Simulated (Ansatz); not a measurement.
Consider CClFSi (SMILES [C]#[Si-](F)Cl) (charge −1, doublet).

```xyz
4

C    -0.6530   -0.0508    0.8266
Cl    1.9253    0.0736   -1.7135
F     0.5542   -2.4449   -0.8605
Si    0.3895   -0.8159   -0.3659
```

Geometry: BLYP-D3(BJ)/def2-SVPD.

The calculation used isolated molecule in a Gaussian basis; Kohn-Sham density functional theory, functional PBE0 (Ansatz).

Question: What can the converged electron density, electron localisation function and spin density tell about the bonding?

Answer: Si–F (1.71 Å): ρ is about 0.9 e/Å³ halfway; the ELF peaks at about 0.85 in the valence shell of F, 0.6 Å from its nucleus, and is about 0.50 at the midpoint.
C–Si (1.76 Å): ρ is about 0.98 e/Å³ halfway; the ELF peaks at about 0.80 between the atoms, as expected for a covalent bond.
Si–Cl (2.23 Å): the density is about 0.65 e/Å³ at the midpoint, with its minimum of 0.5 e/Å³ about 0.8 Å from Si; the ELF peaks at about 0.85 between the atoms (a shared but strongly polarised pair).
The unpaired spin (1 electron) lies mostly on C1 (about 0.8) and Si4 (about 0.1), in electrons by Hirshfeld's partition.

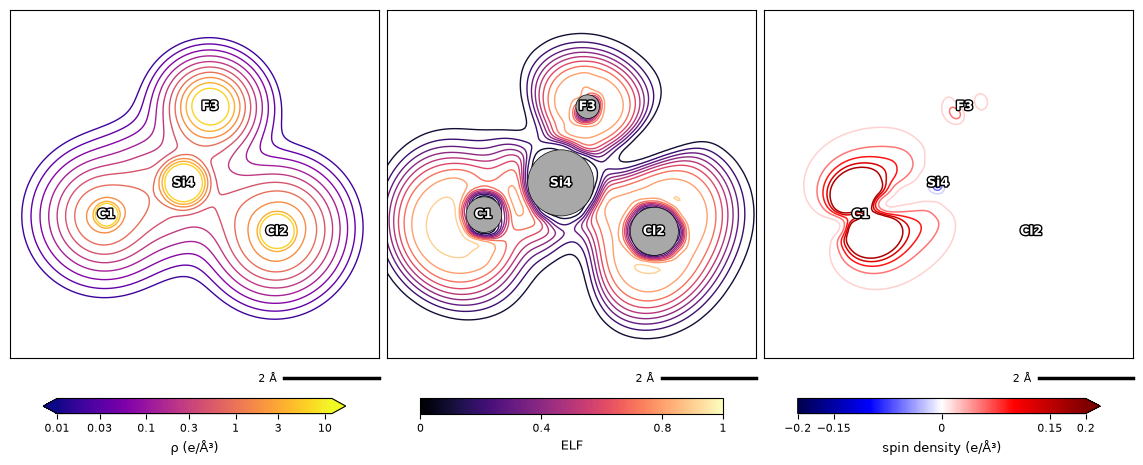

Computed electron density, electron localisation function and spin density on the molecular plane, in this order. Grey discs cover the atomic cores in the ELF map. 
